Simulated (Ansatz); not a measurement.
**Hypothetical zinc blende LuP: pressure series**

Start from LuP in the zinc blende structure (space group F-43m, No. 216; a = 6.1606 Å; a hypothetical phase, not in the database extracts checked).

Cell and atoms are relaxed at each pressure.

Level of theory: PBE, PAW, 420 eV (Ansatz, an electronic-structure program; no SOC).

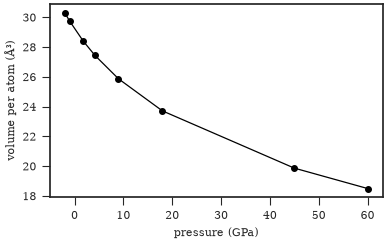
Figure. Volume against pressure

Q: Estimate the zero-pressure bulk modulus from the plot.

A: About 60 GPa; a third-order Birch–Murnaghan fit to the points gives V₀ = 29.22 Å³/atom, B₀ = 60 GPa and B₀′ = 3.5.

Between the base and pressure 4.2 GPa the gap moves from 1.69 eV to 1.59 eV, a mean slope of -24 meV/GPa.

Load acts through the strain it causes; cell and atoms are relaxed under it. No phonon test of stability was made. No other phases were tried under pressure.
